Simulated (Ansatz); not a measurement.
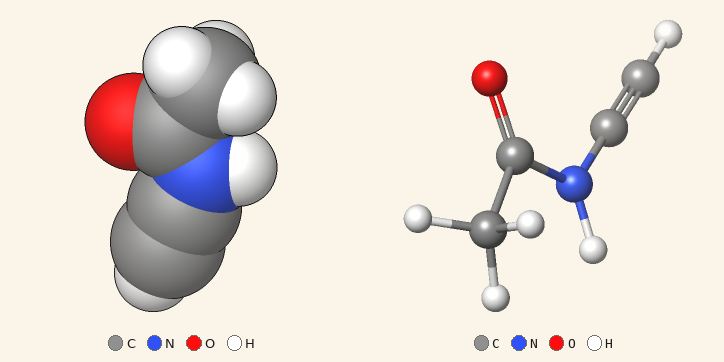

The same structure drawn twice, from different directions.

> Which formula does it have?

C₄H₅NO, 11 atoms: 4 carbon, 5 hydrogen, 1 nitrogen and 1 oxygen.

> Describe its rings.

It has no ring.

> Count the bonded pairs by element.

4 C–H, 2 C–C, 2 C–N, 1 C–O, 1 N–H.

More results for the same structure follow; atom numbers are the same in all pictures, views and colours differ. The geometry was computed by an optimisation with PBE0-D4/def2-TZVP. No frequency run is at hand to confirm it as a minimum.

### Symmetry

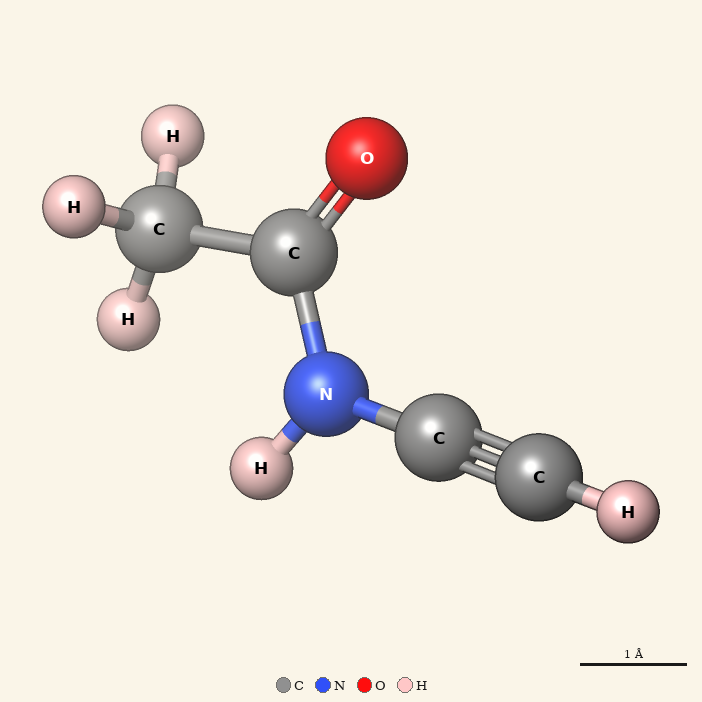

Distant atoms are faded towards the background colour. No frequency run is at hand to confirm it as a minimum. Masses are those of the most abundant isotopes; constants are for the rigid equilibrium geometry.

> What kind of rotor is it, and what are its rotational constants in cm⁻¹?

An asymmetric top (C1): A = 0.348, B = 0.0761, C = 0.0632 cm⁻¹. Ray's parameter κ is −0.91, close to the prolate limit.

### Levels of theory compared

No frequency run is at hand to confirm it as a minimum. Program: Ansatz 0.2.0.

At this fixed geometry, give HOMO energy (eV) at these levels: B3LYP-D4/def2-TZVPP; PBE-D4/def2-TZVPP; PBE0-D4/def2-TZVPP; r2SCAN-D4/def2-TZVPP; ωB97M-V/def2-TZVPP; ωB97X-V/def2-TZVPP.

```
               level  HOMO energy (eV)
 B3LYP-D4/def2-TZVPP             −6.85
   PBE-D4/def2-TZVPP             −5.90
  PBE0-D4/def2-TZVPP             −7.07
r2SCAN-D4/def2-TZVPP             −6.11
  ωB97M-V/def2-TZVPP             −9.24
  ωB97X-V/def2-TZVPP             −9.34
```

### Charges

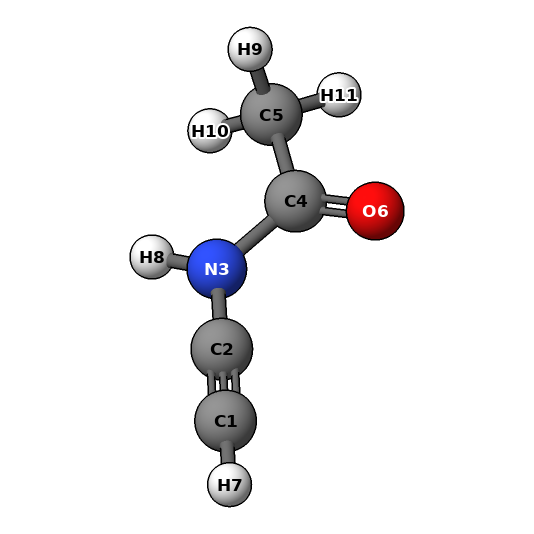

The questions are on Mulliken charges. No frequency run is at hand to confirm it as a minimum. Properties computed with RKS PBE-D4/def2-TZVPP (Ansatz 0.2.0).

List the Mulliken charges.

| atom | value (e) |
| --- | --- |
| C1 | −0.23 |
| C2 | 0.01 |
| N3 | −0.12 |
| C4 | 0.19 |
| C5 | −0.27 |
| O6 | −0.26 |
| H7 | 0.23 |
| H8 | 0.17 |
| H9 | 0.11 |
| H10 | 0.07 |
| H11 | 0.11 |

### Dipole moment

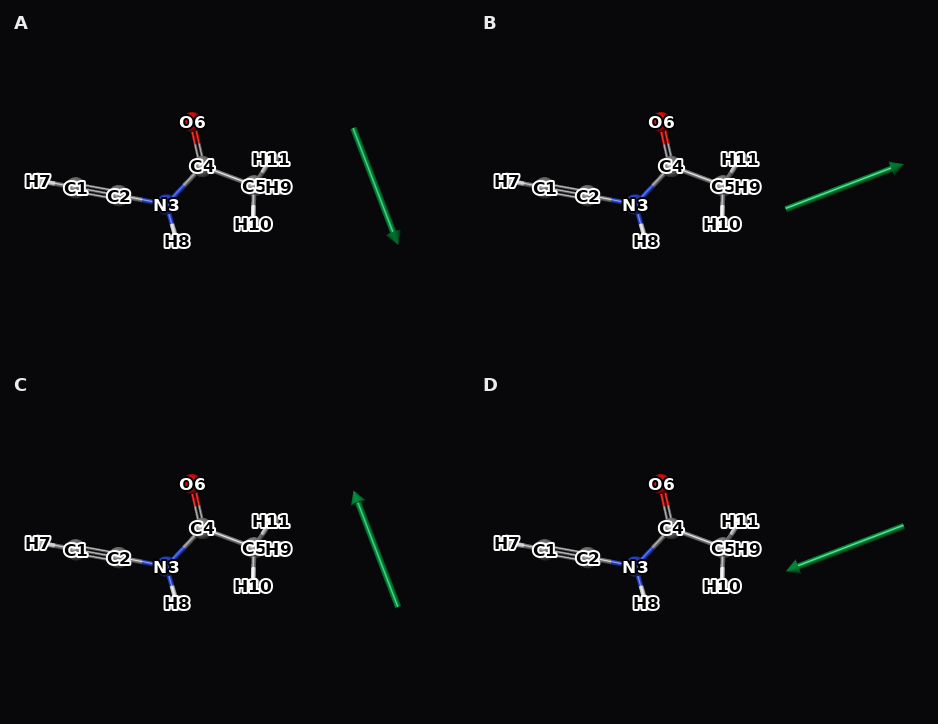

The same molecule four times, each with an arrow. No frequency run is at hand to confirm it as a minimum. Properties computed with RKS PBE0-D4/def2-TZVP (Ansatz 0.2.0).

> Which arrow points along the dipole moment, from the negative to the positive end?

A. The dipole moment is 3.80 D; it points from the side of H7 to the side of H10 (the outermost atoms at the two ends).

Mulliken values depend strongly on the basis set and can even reverse the polarity of a bond.
